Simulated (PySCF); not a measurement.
Si(Cl)(Me)(Et)2, SMILES CC[Si](C)(Cl)CC, GFN2-xTB optimised geometry. Atoms within 1.6 Å of the plane z = 0.0 Å (x, y, z in Å): C1 (0.01, -2.39, 1.59), C2 (-0.54, -0.97, 1.49), Si3 (0.15, 0.01, 0.00), C4 (2.06, 0.01, 0.00), C6 (-0.51, 1.81, 0.00), C7 (-2.03, 1.91, -0.01), H9 (-0.20, -2.95, 0.68), H11 (-1.63, -1.03, 1.41), H13 (2.45, 0.42, 0.93), H14 (2.45, -0.99, -0.12), H15 (2.45, 0.61, -0.82), H16 (-0.13, 2.34, 0.87), H17 (-0.12, 2.33, -0.87), H18 (-2.44, 1.39, -0.88), H19 (-2.45, 1.46, 0.88), H20 (-2.35, 2.95, -0.05).

Computed with PBE0/def2-SVP in PySCF. Cells within 0.4 Å of a nucleus heavier than hydrogen are left out (blank, or x).

Map of the Laplacian of the electron density (e/bohr⁵), clipped to [-1.50, 1.50] on the plane z = 0.0 Å:

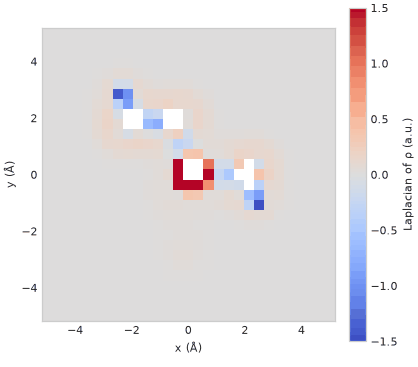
Fig. 1. Laplacian of the electron density (e/bohr⁵), clipped to [-1.50, 1.50] on the plane z = 0.0 Å.
